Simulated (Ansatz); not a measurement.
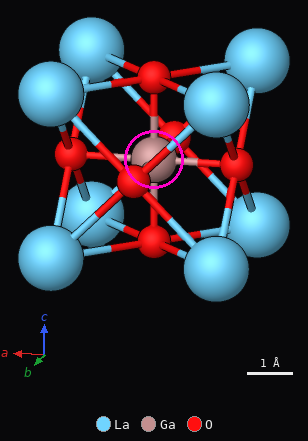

Perfect LaGaO3. A ball-and-stick model of the atoms within 3.8 Å of one point, seen from a free direction.

All numbers below come from DFT, PBEsol, PAW, plane waves (Ansatz 0.2.0). Set-up: plane-wave cutoff 420 eV; k-point mesh 1 × 1 × 1; mesh shifted by (0.25, 0.25, 0.25); collinear spin. Fermi-Dirac smearing of 0.01 eV. The axes drawn are those of the host's conventional cell.

A gallium atom is taken out (a vacancy) at the ringed place, in charge state 0. The supercell has 40 sites, and the atoms are relaxed at the host's cell.

How do the neighbours respond?

Answer. Around the empty Ga site the host had 6 O at 1.93 Å; after relaxation the nearest atoms are 6 O at 2.02 to 2.06 Å. Of the host's atoms, an oxygen atom moves furthest from its site, by 0.48 Å. The cell's net moment is 1.00 μB.

The relaxed defect, seen from the same direction:

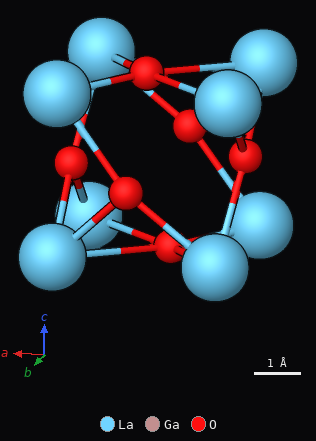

Limits of the set-up: the periodic images lie only 7.7 Å apart, so the values are limited by the cell's size.
